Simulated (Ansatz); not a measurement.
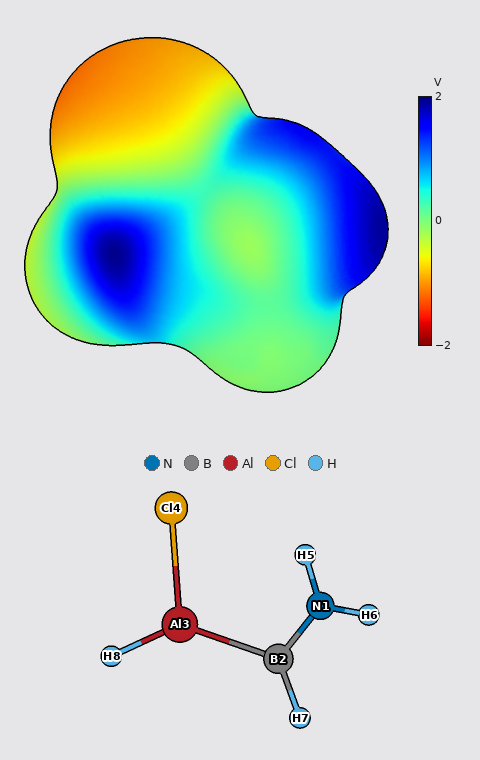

The picture shows: AlBClH4N (SMILES N[BH][AlH][Cl]). The molecular electrostatic potential painted on the density surface at 0.001 e/bohr³, seen at a tilt; red is negative and blue positive. The bare structure is drawn below in the same view.

Computed with RKS revPBE-D4/6-31G in Ansatz 0.2.0.

```yaml
atoms:
  - { symbol: N, position_ang: [-0.1197, 1.4080, 0.3210] }
  - { symbol: B, position_ang: [0.7581, 0.3439, 0.0499] }
  - { symbol: Al, position_ang: [2.8370, 0.8545, 0.1048] }
  - { symbol: Cl, position_ang: [3.0202, 3.0590, 0.5887] }
  - { symbol: H, position_ang: [0.2044, 2.3555, 0.5293] }
  - { symbol: H, position_ang: [-1.1364, 1.3062, 0.3282] }
  - { symbol: H, position_ang: [0.2987, -0.7458, -0.1877] }
  - { symbol: H, position_ang: [4.2794, 0.1514, -0.0920] }
```

### Which sites attract a positive test charge, and which a negative one?

A positive charge is drawn to the negative regions and a negative charge to the positive ones. The most negative region (about −1.2 V) lies over Cl4, the most positive (about +1.9 V) over Al3 and H6.
